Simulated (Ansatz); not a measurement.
## LiCoNi6: relaxing a made-up structure

This structure for LiCoNi6 is made up. Its elements were placed in a known structure type with a cell scaled to their sizes. What cell does the guess relax to, and how far off was it?

Calculated with Ansatz 0.2.0; DFT, PBEsol, plane-wave PAW, files of the set soft_1, scalar-relativistic, ferromagnetic start, cell and ions relaxed at zero pressure; PAW set soft_1, in the first sound run; inputs show where later runs differ.

## (1) Set-up

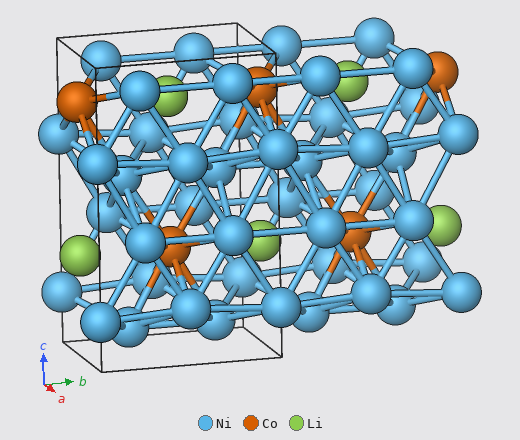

The cell as given, slightly off an axis (nickel blue, cobalt orange, lithium green). 1×2×1 cells are drawn. This picture shows the conventional cell, with its axes. Some periodic images of atoms are drawn too.

## (2) Relaxation of the guess

The guessed cell has no reason to be at equilibrium. It is relaxed with the atoms, within the space group of the guess.

The input, input.yaml:

```yaml
crystal:
  lattice:
    - [3.766, 0.0, 0.0]
    - [0.0, 2.4745, 4.1205]
    - [0.0, -2.4745, 4.1205]
  atoms:
    - { symbol: Ni, position: [0.0, 0.1644, 0.1644], spin: 1.0 }
    - { symbol: Ni, position: [0.0, 0.684, 0.684], spin: 1.0 }
    - { symbol: Ni, position: [0.0, 0.6699, 0.1561], spin: 1.0 }
    - { symbol: Ni, position: [0.0, 0.1561, 0.6699], spin: 1.0 }
    - { symbol: Ni, position: [0.5, 0.8252, 0.347], spin: 1.0 }
    - { symbol: Ni, position: [0.5, 0.347, 0.8252], spin: 1.0 }
    - { symbol: Co, position: [0.5, 0.8393, 0.8393], spin: 2.0 }
    - { symbol: Li, position: [0.5, 0.3339, 0.3339] }
magnetization:
  spin_polarized: true
kpoints:
  mp_grid: { grid: [7, 6, 6] }
scf:
  occupations: { method: fermi_dirac, width: 0.05 }
hamiltonian:
  xc: pbesol
  pseudopotentials: { kind: paw, azcp: { folder: soft_1 }, xc_functional: pbe }
relax:
  f_tol: 0.015
  max_steps: 70
  cell: {}
output:
  forces: true
  stress: true
```

Started as:

```sh
ansatz run input.yaml --threads 4 --pin off --max-ram 10240MiB --backend cpu --events-out ev --progress --plain --runs-dir out
```

Numbers of over 12 decimals in the logs are rounded to 6 here.

Output:

```text
Engine: ansatz 0.2.0, aarch64-unknown-linux-gnu
Pseudopotentials: kind: paw
Pseudopotential: Ni, paw, valence charge 18, recommended cutoff 420 eV (normal), soft_1/Ni.paw.azcp
Pseudopotential: Co, paw, valence charge 17, recommended cutoff 420 eV (normal), soft_1/Co.paw.azcp
Pseudopotential: Li, paw, valence charge 3, recommended cutoff 420 eV (normal), soft_1/Li.paw.azcp
Functional definition: PBEsol
  exchange = pbesol_x
  correlation = pbesol_c
Crystal: 8 atoms, lattice volume = 76.798 Å³
Basis set: ecut = 420 eV, 1497 PW (Γ), exchange–correlation on 54×72×72 points (8 copies of the dense FFT grid, shifted against one another)
Bands: 82, of which v1, the nominal top of the filled ones, is band 64 counted from 1 (63 counted from 0)
Symmetry: 4 space group operations
Space group: Amm2 (ITA 38), of the structure as read, at distance tolerance 4.3e-5 Å
Magnetic group: BNS 38.187 (UNI 285), of the structure as read, at distance tolerance 4.3e-5 Å
k-points: 52 of 252 (time reversal used)
Non-local potential: Ni, projectors of the file, l = 0: 3, l = 1: 2, l = 2: 3, l = 3: 1
Non-local potential: Co, projectors of the file, l = 0: 3, l = 1: 2, l = 2: 3, l = 3: 1
Non-local potential: Li, projectors of the file, l = 0: 3, l = 1: 2, l = 2: 1
PAW form: soft (Blöchl's): semilocal exchange-correlation on the pseudo side does not see the compensation charge
PAW frozen core: Ni, regenerated for the run's functional, and the local potential with it (the file was generated under x = pbe(κ = 0.804, μ = 0.219515), c = pbe(β = 0.066725))
PAW frozen core: Co, regenerated for the run's functional, and the local potential with it (the file was generated under x = pbe(κ = 0.804, μ = 0.219515), c = pbe(β = 0.066725))
PAW one-centre angular grid: Ni, 590 points (default); XC on 64 Gauss nodes
PAW one-centre angular grid: Co, 590 points (default); XC on 64 Gauss nodes
PAW one-centre angular grid: Li, 110 points (default); XC on 64 Gauss nodes
Initial density: superposition of atomic densities (chi_scale 0.1, normalization cell, long waves kept (reshape's long-wave potential 0.00 eV rms))
Starting moments: Σ|m| = 8 μB on 7 of 8 sites
Initial wavefunctions: pseudopotential atomic-orbital guess
Functional: x = pbesol(κ = 0.804, μ = 0.123457), c = pbesol(β = 0.046)
SCF iter   1: F=—  HF=-40123.038934 eV  |F-HF|=—  |Δ(HF+E_count)|=         —  Δρ=9.91e-2 (↑7.68e-2 ↓9.91e-2)  dr2=1.49e1  dr2_m=1.61e-1  M=7.063 μB ∫|m|=7.472 μB  β_m=0.30  ethr=3.10e-3  ⟨swp⟩=5.7  Hψ=29446  notcnv=0  defer=11
Mixer restart at iter 1: flushing history
preconditioner: auto → Kerker (q_TF=auto, 2.971 Å⁻¹)  [metal: Δε(μ)=0.001 eV  Ē_g=9.272 eV  σ=0.050 eV  W_gap=0.01  n_scr=30 (ndim 8)  ℏωp=35.5 eV  f_vac=0.000  D(μ)=8.73/eV (n_scr^D=134)]
spin=Collinear: Kerker preconditioning applied to the charge; magnetization (m = ρ↑ − ρ↓) channel mixes plain (no charge-response kernel on spin).
SCF iter   2: F=—  HF=-40118.507403 eV  |F-HF|=—  |Δ(HF+E_count)|=    4.53e0  Δρ=2.04e-2 (↑1.62e-2 ↓2.04e-2)  dr2=7.96e-1  dr2_m=7.30e-2  M=6.648 μB ∫|m|=7.178 μB  β_m=0.32  ethr=3.10e-3  ⟨swp⟩=3.0  Hψ=15280  notcnv=0  defer=766
SCF iter   3: F=—  HF=-40120.631864 eV  |F-HF|=—  |Δ(HF+E_count)|=    2.12e0  Δρ=1.69e-2 (↑1.26e-2 ↓1.69e-2)  dr2=2.43e-1  dr2_m=7.35e-2  M=6.266 μB ∫|m|=6.899 μB  β_m=0.56  ethr=6.22e-4  ⟨swp⟩=2.6  Hψ=10616  notcnv=0  defer=778
SCF iter   4: F=—  HF=-40123.693432 eV  |F-HF|=—  |Δ(HF+E_count)|=         —  Δρ=4.35e-2 (↑9.42e-3 ↓4.35e-2)  dr2=7.68e-1  dr2_m=3.67e-1  M=5.355 μB ∫|m|=5.967 μB  β_m=0.56  ethr=1.90e-4  ⟨swp⟩=3.4  Hψ=14708  notcnv=0  defer=778
Mixer restart at iter 4: flushing history
SCF iter   5: F=—  HF=-40124.653897 eV  |F-HF|=—  |Δ(HF+E_count)|=   9.60e-1  Δρ=1.59e-2 (↑1.45e-2 ↓1.59e-2)  dr2=1.64e-1  dr2_m=1.09e-1  M=5.253 μB ∫|m|=5.869 μB  β_m=0.61  ethr=1.90e-4  ⟨swp⟩=3.6  Hψ=17490  notcnv=0  defer=779
SCF iter   6: F=—  HF=-40124.853006 eV  |F-HF|=—  |Δ(HF+E_count)|=   1.99e-1  Δρ=2.45e-2 (↑7.06e-3 ↓2.45e-2)  dr2=4.58e-1  dr2_m=6.72e-2  M=5.102 μB ∫|m|=5.703 μB  β_m=0.66  ethr=1.28e-4  ⟨swp⟩=3.0  Hψ=18265  notcnv=0  defer=856
SCF iter   7: F=—  HF=-40124.910635 eV  |F-HF|=—  |Δ(HF+E_count)|=   5.76e-2  Δρ=6.65e-3 (↑3.54e-3 ↓6.65e-3)  dr2=6.23e-2  dr2_m=2.43e-3  M=4.979 μB ∫|m|=5.568 μB  β_m=0.62  ethr=1.28e-4  ⟨swp⟩=3.0  Hψ=17008  notcnv=0  defer=856
SCF iter   8: F=—  HF=-40124.887120 eV  |F-HF|=—  |Δ(HF+E_count)|=   2.35e-2  Δρ=5.00e-3 (↑3.44e-3 ↓5.00e-3)  dr2=2.50e-2  dr2_m=7.15e-4  M=4.980 μB ∫|m|=5.564 μB  β_m=0.57  ethr=4.87e-5  ⟨swp⟩=2.8  Hψ=14694  notcnv=0  defer=874
SCF iter   9: F=—  HF=-40124.896839 eV  |F-HF|=—  |Δ(HF+E_count)|=   9.72e-3  Δρ=3.18e-3 (↑2.06e-3 ↓3.18e-3)  dr2=9.11e-3  dr2_m=3.51e-4  M=5.004 μB ∫|m|=5.588 μB  β_m=0.78  ethr=1.95e-5  ⟨swp⟩=3.0  Hψ=13086  notcnv=0  defer=878
SCF iter  10: F=—  HF=-40124.900895 eV  |F-HF|=—  |Δ(HF+E_count)|=   4.06e-3  Δρ=1.80e-3 (↑1.45e-3 ↓1.80e-3)  dr2=5.50e-3  dr2_m=3.76e-5  M=5.020 μB ∫|m|=5.605 μB  β_m=0.60  ethr=7.12e-6  ⟨swp⟩=2.4  Hψ=16247  notcnv=0  defer=878
SCF iter  11: F=—  HF=-40124.899813 eV  |F-HF|=—  |Δ(HF+E_count)|=   1.08e-3  Δρ=4.91e-4 (↑2.74e-4 ↓4.91e-4)  dr2=3.86e-4  dr2_m=3.10e-5  M=5.027 μB ∫|m|=5.613 μB  β_m=0.80  ethr=4.30e-6  ⟨swp⟩=2.3  Hψ=12829  notcnv=0  defer=878
SCF iter  12: F=—  HF=-40124.899776 eV  |F-HF|=—  |Δ(HF+E_count)|=   3.72e-5  Δρ=1.24e-4 (↑9.08e-5 ↓1.24e-4)  dr2=2.46e-5  dr2_m=3.00e-6  M=5.024 μB ∫|m|=5.611 μB  β_m=0.88  ethr=3.01e-7  ⟨swp⟩=2.0  Hψ=11754  notcnv=0  defer=878
SCF iter  13: F=—  HF=-40124.899787 eV  |F-HF|=—  |Δ(HF+E_count)|=   1.11e-5  Δρ=2.77e-4 (↑1.23e-4 ↓2.77e-4)  dr2=8.15e-5  dr2_m=7.05e-6  M=5.025 μB ∫|m|=5.611 μB  β_m=0.88  ethr=1.92e-8  ⟨swp⟩=2.0  Hψ=14825  notcnv=0  defer=878
SCF iter  14: F=—  HF=-40124.899786 eV  |F-HF|=—  |Δ(HF+E_count)|=   1.27e-6  Δρ=2.08e-4 (↑9.34e-5 ↓2.08e-4)  dr2=5.27e-5  dr2_m=3.25e-6  M=5.025 μB ∫|m|=5.611 μB  β_m=0.85  ethr=1.92e-8  ⟨swp⟩=2.0  Hψ=14740  notcnv=0  defer=878
SCF iter  15: F=—  HF=-40124.899781 eV  |F-HF|=—  |Δ(HF+E_count)|=   4.24e-6  Δρ=1.68e-4 (↑7.15e-5 ↓1.68e-4)  dr2=2.47e-5  dr2_m=2.51e-6  M=5.025 μB ∫|m|=5.612 μB  β_m=0.69  ethr=1.92e-8  ⟨swp⟩=2.0  Hψ=14692  notcnv=0  defer=878
SCF iter  16: F=—  HF=-40124.899779 eV  |F-HF|=—  |Δ(HF+E_count)|=   2.23e-6  Δρ=4.31e-5 (↑2.03e-5 ↓4.31e-5)  dr2=1.56e-6  dr2_m=1.48e-7  M=5.025 μB ∫|m|=5.612 μB  β_m=0.62  ethr=1.92e-8  ⟨swp⟩=2.0  Hψ=11827  notcnv=0  defer=878
[...]
relax step   4: F+E_penalty+E_count = -40125.61464024 eV  Δ(F+E_penalty+E_count) = -1.498e-2 eV  max|allowed force component| = 4.828e-2 eV/Å  Δτ_max = 0.0398 Å  P = +0.006 GPa  Ω = 83.140 Å³  energy of the carried Pulay correction = -4.371e-3 eV  (15 SCF iters, dr2 threshold 8.00e-7 eV, accepted)
[...]
relax step   5: F+E_penalty+E_count = -40125.61469207 eV  Δ(F+E_penalty+E_count) = -5.183e-5 eV  max|allowed force component| = 2.418e-2 eV/Å  Δτ_max = 0.0083 Å  P = -0.015 GPa  Ω = 83.160 Å³  energy of the carried Pulay correction = -4.384e-3 eV  (11 SCF iters, dr2 threshold 1.46e-7 eV, accepted)
[...]
relax step   6: F+E_penalty+E_count = -40125.61490544 eV  Δ(F+E_penalty+E_count) = -2.134e-4 eV  max|allowed force component| = 8.943e-3 eV/Å  Δτ_max = 0.0060 Å  P = -0.015 GPa  Ω = 83.158 Å³  energy of the carried Pulay correction = -4.383e-3 eV  (11 SCF iters, dr2 threshold 3.65e-8 eV, accepted)
[...]
relax step   7: F+E_penalty+E_count = -40125.62112455 eV  Δ(F+E_penalty+E_count) = -6.219e-3 eV  max|allowed force component| = 9.160e-3 eV/Å  Δτ_max = 0.0000 Å  P = +0.089 GPa  Ω = 83.158 Å³  stress off target by 2.35e-1 GPa  SCF on the basis re-selected at this cell (its energy is not comparable with the rows above)  (20 SCF iters)
[...]
relax step   8: F+E_penalty+E_count = -40125.62115654 eV  Δ(F+E_penalty+E_count) = -3.199e-5 eV  max|allowed force component| = 9.681e-4 eV/Å  Δτ_max = 0.0010 Å  P = -0.009 GPa  Ω = 83.201 Å³  energy of the carried Pulay correction = -2.274e-5 eV  (9 SCF iters, dr2 threshold 1.38e-7 eV, accepted)
iter 1 solved again at ethr=6.55e-9 eV; its pass at ethr=3.10e-3 eV (dr2=8.38e-6 eV) is discarded
SCF iter   1: F=—  HF=-40125.621180 eV  |F-HF|=—  |Δ(HF+E_count)|=         —  Δρ=7.14e-6 (↑3.32e-6 ↓7.14e-6)  dr2=4.99e-9  dr2_m=9.00e-9  M=5.205 μB ∫|m|=5.889 μB  β_m=0.65  ethr=6.55e-9  ⟨swp⟩=4.4  Hψ=59736  notcnv=0
preconditioner: auto → none  [metal: Δε(μ)=0.009 eV  Ē_g=9.203 eV  σ=0.050 eV  W_gap=0.05  n_scr=8 (ndim 8)  ℏωp=34.1 eV  f_vac=0.000  D(μ)=9.50/eV (n_scr^D=136)]
SCF iter   2: F=—  HF=-40125.621180 eV  |F-HF|=—  |Δ(HF+E_count)|=   1.75e-7  Δρ=3.02e-6 (↑1.31e-6 ↓3.02e-6)  dr2=3.75e-9  dr2_m=1.26e-9  M=5.205 μB ∫|m|=5.889 μB  β_m=0.49  ethr=3.90e-12  ⟨swp⟩=2.9  Hψ=16544  notcnv=0
SCF iter   3: F=—  HF=-40125.621180 eV  |F-HF|=—  |Δ(HF+E_count)|=   2.26e-8  Δρ=1.59e-6 (↑1.49e-6 ↓1.59e-6)  dr2=1.39e-9  dr2_m=6.16e-10  M=5.205 μB ∫|m|=5.889 μB  β_m=0.46  ethr=2.93e-12  ⟨swp⟩=2.0  Hψ=15124  notcnv=0
SCF iter   4: F=—  HF=-40125.621180 eV  |F-HF|=—  |Δ(HF+E_count)|=   1.24e-8  Δρ=8.02e-7 (↑2.38e-7 ↓8.02e-7)  dr2=2.75e-10  dr2_m=1.70e-10  M=5.205 μB ∫|m|=5.889 μB  β_m=0.63  ethr=1.08e-12  ⟨swp⟩=2.0  Hψ=11875  notcnv=0
SCF iter   5: F=—  HF=-40125.621180 eV  |F-HF|=—  |Δ(HF+E_count)|=  8.59e-10  Δρ=5.48e-7 (↑2.32e-7 ↓5.48e-7)  dr2=2.78e-10  dr2_m=5.94e-11  M=5.205 μB ∫|m|=5.889 μB  β_m=0.67  ethr=1.00e-12  ⟨swp⟩=2.2  Hψ=11433  notcnv=0
SCF iter   6: F=—  HF=-40125.621180 eV  |F-HF|=—  |Δ(HF+E_count)|=  4.73e-10  Δρ=4.61e-7 (↑4.36e-7 ↓4.61e-7)  dr2=4.10e-10  dr2_m=1.43e-11  M=5.205 μB ∫|m|=5.889 μB  β_m=0.49  ethr=1.00e-12  ⟨swp⟩=2.0  Hψ=11861  notcnv=0
SCF iter   7: F=—  HF=-40125.621180 eV  |F-HF|=—  |Δ(HF+E_count)|=  8.73e-11  Δρ=9.52e-8 (↑6.26e-8 ↓9.52e-8)  dr2=1.70e-12  dr2_m=3.42e-12  M=5.205 μB ∫|m|=5.889 μB  β_m=0.59  ethr=1.00e-12  ⟨swp⟩=1.8  Hψ=9435  notcnv=0
SCF iter   8: F=—  HF=-40125.621180 eV  |F-HF|=—  |Δ(HF+E_count)|=    0.00e0  Δρ=8.07e-8 (↑4.93e-8 ↓8.07e-8)  dr2=8.90e-12  dr2_m=4.07e-13  M=5.205 μB ∫|m|=5.889 μB  β_m=0.50  ethr=1.00e-12  ⟨swp⟩=1.0  Hψ=8528  notcnv=0
SCF iter   9: F=-40125.621180 eV  HF=-40125.621180 eV  |F-HF|=0.00e0  |Δ(HF+E_count)|=  2.18e-11  Δρ=1.42e-7 (↑5.72e-8 ↓1.42e-7)  dr2=2.21e-11  dr2_m=1.73e-12  M=5.205 μB ∫|m|=5.889 μB  ethr=1.00e-12  ⟨swp⟩=2.1  Hψ=24285  notcnv=0
SCF 9 converged in 9 iterations: F = -40125.621180 eV  dr2 = 2.21e-11
relax step   9: F+E_penalty+E_count = -40125.62117980 eV  Δ(F+E_penalty+E_count) = -2.327e-5 eV  max|allowed force component| = 9.378e-4 eV/Å  Δτ_max = 0.0000 Å  P = -0.010 GPa  Ω = 83.201 Å³  stress off target by 2.33e-2 GPa  SCF on the basis re-selected at this cell (its energy is not comparable with the rows above)  (9 SCF iters)
basis re-selected at this cell: Δ(F+E_penalty+E_count) = -2.327e-5 eV, ΔP = -0.000 GPa vs the last step (what re-selecting the basis moved, of the pressure what is left beyond the Pulay correction that the steps carried, after the strain that the cell walked since its last selection, with what the two solves' SCF thresholds leave and, on support functions, any second-order correction that the steps lacked; it is no m [...]
SCF converged after 9 iterations
Magnetization: 5.2053 μB (66.6026 up, 61.3974 down)
Absolute magnetization: 5.8958 μB (∫|ρ↑−ρ↓|, with the PAW one-centre terms)
Spin contamination: 0.0933 ħ² per cell (⟨S²⟩ above its minimum at these occupations)
Per-site moments (μB) at R_I (Å): [(0.583387, 0.998621), (0.636313, 1.005243), (0.637941, 0.998621), (0.637941, 0.998621), (0.631549, 1.005207), (0.631549, 1.005207), (1.744508, 1.005207), (-0.034714, 1.007245)]
Free energy (F): -40125.621180 eV
Harris-Foulkes:  -40125.621180 eV  (|F-HF|=0.00e0)
Internal energy: -40125.541610 eV  (E = F + TS)
E sigma→0 (E₀):  -40125.581395 eV
Entropy (-TS):   -0.079569 eV (-9.946 meV/atom)
Fermi energy:    16.860944 eV
--- Per-component energies (eV) ---
  E_band       = -2155.077595
  E_kinetic    = 2354.076895
  E_local      = -20663.672420  (includes V_loc(G=0)·N_el)
  E_nonlocal   = -273.016082
  E_hartree    = 10790.308574
  E_xc         = -775.661501
  E_vxc        = -1004.987335  (∫ρ·V_xc dr)
  E_paw        = -11291.948934  (= ΣΔE_a)
  E_vpaw       = -4148.100731  (= ΣTr[D̂ρ^β])
  E_aug_tail   = 0.005758  (compensation charges beyond the density's cutoff)
  E_ewald      = -20267.006055
  E_core_change = 1.372155  (= ΣΔE_core)
  E_smearing   = -0.079569  (= −TS)
  E_closure    = -0.000000  (closes the sum)
  Σ components = -40125.621180   (vs F -40125.621180, Δ=0.00e0)
--- Forces (eV/Å), atoms counted from 1 ---
  atom   1  Ni     0.00000000     0.00000000     0.00012726
  atom   2  Ni     0.00000000     0.00000000    -0.00009941
  atom   3  Ni    -0.00000000    -0.00093781     0.00011466
  atom   4  Ni    -0.00000000     0.00093781     0.00011466
  atom   5  Ni     0.00000000     0.00012550     0.00021466
  atom   6  Ni     0.00000000    -0.00012550     0.00021466
  atom   7  Co     0.00000000     0.00000000    -0.00072654
  atom   8  Li     0.00000000     0.00000000     0.00004011
  max |Σ_I F_I| component: 6.57e-8 eV/Å
--- Stress (GPa, compression-positive) ---
        0.008133       0.000000       0.000000
        0.000000      -0.023336       0.000000
        0.000000       0.000000      -0.014362
  P = ⅓ Tr σ = -0.0099 GPa (-0.099 kbar)
--- Relaxed structure (7 steps of the walk, 7 accepted, 2 SCFs on fresh bases) ---
  F+E_penalty+E_count = -40125.62117980 eV   max|allowed force component| = 9.378e-4 eV/Å   (the final SCF, on the basis selected at the relaxed cell)
  cell:  # Å, volume = 83.2013 Å³
    - [3.992688, 0.0, 0.0]
    - [0.0, 2.465432, 4.226121]
    - [0.0, -2.465432, 4.226121]
  atoms:
    - { symbol: Ni, position: [0, 0.165447, 0.165447] }
    - { symbol: Ni, position: [0, 0.668782, 0.668782] }
    - { symbol: Ni, position: [0, 0.670327, 0.166099] }
    - { symbol: Ni, position: [0, 0.166099, 0.670327] }
    - { symbol: Ni, position: [0.500000, 0.837239, 0.338294] }
    - { symbol: Ni, position: [0.500000, 0.338294, 0.837239] }
    - { symbol: Co, position: [0.500000, 0.836647, 0.836647] }
    - { symbol: Li, position: [0.500000, 0.336964, 0.336964] }
```

Run time: 5.4 min. Hardware: 4 threads of Arm Neoverse V1, shared host; peak memory 0.84 GiB; 21 min of CPU time.

The steps of the relaxation:

| step | energy less that of the first step (eV) | largest force component (eV/Å) | pressure (GPa) | volume (Å³) |
| --- | --- | --- | --- | --- |
| 1 | 0.0000 | 2.4023 | 21.24 | 76.80 |
| 2 | -0.4329 | 1.5420 | 11.00 | 79.53 |
| 3 | -0.6999 | 0.4181 | 1.60 | 82.56 |
| 4 | -0.7149 | 0.0483 | 0.01 | 83.14 |
| 5 | -0.7149 | 0.0242 | -0.01 | 83.16 |
| 6 | -0.7151 | 0.0089 | -0.01 | 83.16 |
| 7* | -0.7213 | 0.0092 | 0.09 | 83.16 |
| 8 | -0.7214 | 0.0010 | -0.01 | 83.20 |
| 9* | -0.7214 | 0.0009 | -0.01 | 83.20 |

Relaxation steps marked * repeat the geometry before them on a plane-wave basis chosen anew for their cell, so energy and pressure can jump there.

The run keeps the 4 symmetry operations that it works with, so distortions that break them were not tested.

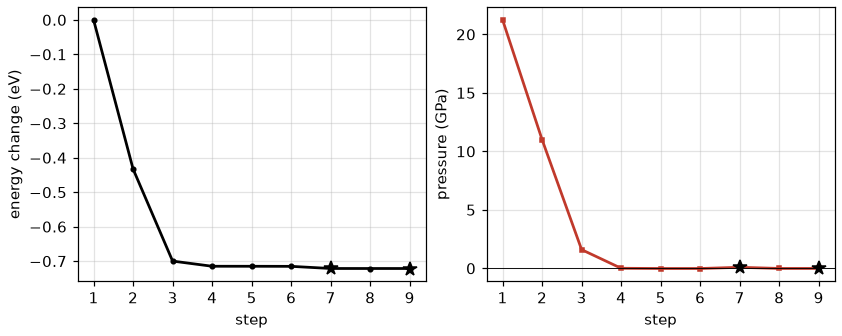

Energy and pressure along the relaxation. Stars mark steps on a basis chosen anew.

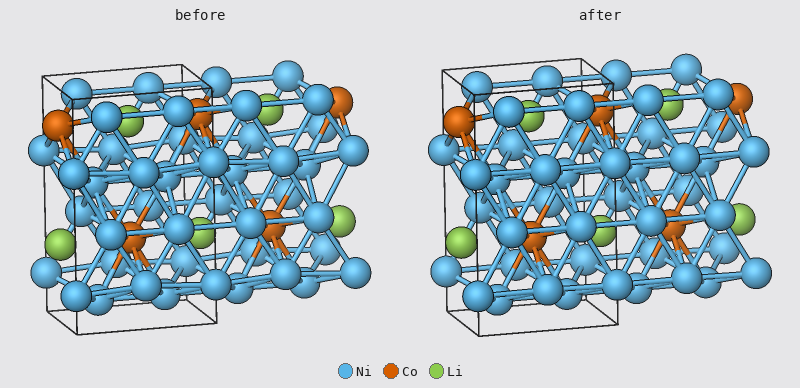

Before and after, at one scale.

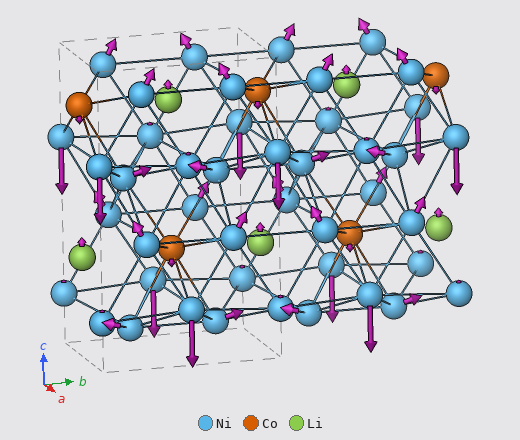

Displacements in the relaxation, exaggerated, measured against the changing cell; the longest in the cell stands for 0.13 Å. 1×2×1 conventional cells are drawn. Some periodic images of atoms are drawn too.

| conventional cell, symmetrised | before | after | change |
| --- | --- | --- | --- |
| a (Å) | 3.766 | 3.993 | +6.0 % |
| b (Å) | 4.949 | 4.931 | -0.4 % |
| c (Å) | 8.241 | 8.452 | +2.6 % |
| volume (Å³/atom) | 9.60 | 10.40 | +8.3 % |

The atoms that moved most (Å, as changes of fractional coordinates times the final cell):

| atom | dx | dy | dz | length |
| --- | --- | --- | --- | --- |
| Ni2 | 0.000 | 0.000 | -0.129 | 0.129 |
| Ni5 | 0.000 | 0.051 | 0.014 | 0.053 |
| Ni6 | 0.000 | -0.051 | 0.014 | 0.053 |
| Ni3 | 0.000 | -0.024 | 0.044 | 0.050 |
| Ni4 | 0.000 | 0.024 | 0.044 | 0.050 |
| Li8 | 0.000 | 0.000 | 0.026 | 0.026 |
| Co7 | 0.000 | 0.000 | -0.022 | 0.022 |
| Ni1 | 0.000 | 0.000 | 0.009 | 0.009 |

The relaxed structure:

```cif
data_structure
_symmetry_space_group_name_H-M 'P 1'
_symmetry_Int_Tables_number 1
_cell_length_a 3.9927
_cell_length_b 4.8927
_cell_length_c 4.8927
_cell_angle_alpha 60.517
_cell_angle_beta 90.000
_cell_angle_gamma 90.000
_cell_volume 83.20
loop_
_atom_site_label
_atom_site_type_symbol
_atom_site_fract_x
_atom_site_fract_y
_atom_site_fract_z
_atom_site_occupancy
Ni1 Ni 0.00000 0.16545 0.16545 1
Ni2 Ni 0.00000 0.66878 0.66878 1
Ni3 Ni 0.00000 0.67033 0.16610 1
Ni4 Ni 0.00000 0.16610 0.67033 1
Ni5 Ni 0.50000 0.83724 0.33829 1
Ni6 Ni 0.50000 0.33829 0.83724 1
Co7 Co 0.50000 0.83665 0.83665 1
Li8 Li 0.50000 0.33696 0.33696 1
```

Numbers from this step:

```yaml
free_energy: -40125.6212 eV
energy_at_zero_smearing: -40125.5814 eV
smearing_term_ts: 0.07957 eV
fermi_energy: 16.86 eV
magnetization: 5.205 μB
absolute_magnetization: 5.896 μB
site_moments: 0.5834, 0.6363, 0.6379, 0.6379, 0.6315, 0.6315, 1.745, -0.03471 μB
electrons: 128
symmetry_operations: 4
pressure: -0.009855 GPa
```

(Continued in part 2 of 2.)

[Logs are printed without paths, hosts, clocks, repeated set-up lines and the standing remarks that a program may print on its own settings, such as how far it seeks lower states.]

[Hosts, paths, dates, database ids (printed as entryN), source tags and the programs' standing remarks are cut or masked in the printed files.]
